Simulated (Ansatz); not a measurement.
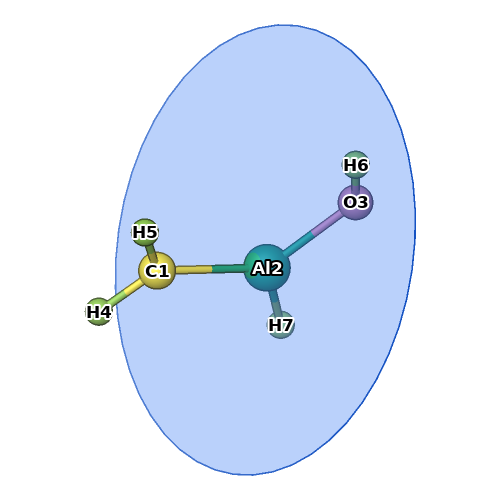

A disc through the centre of mass is drawn in. Distant atoms are faded towards the background colour. The species is neutral and a spin doublet. The geometry was computed by an optimisation with PBE0-D4/def2-TZVP. No frequency run is at hand to confirm it as a minimum.

Is the plane of the disc a mirror plane of the structure?

No. The point group is Cs, with 1 mirror plane, and this plane isn't one of its mirror planes.
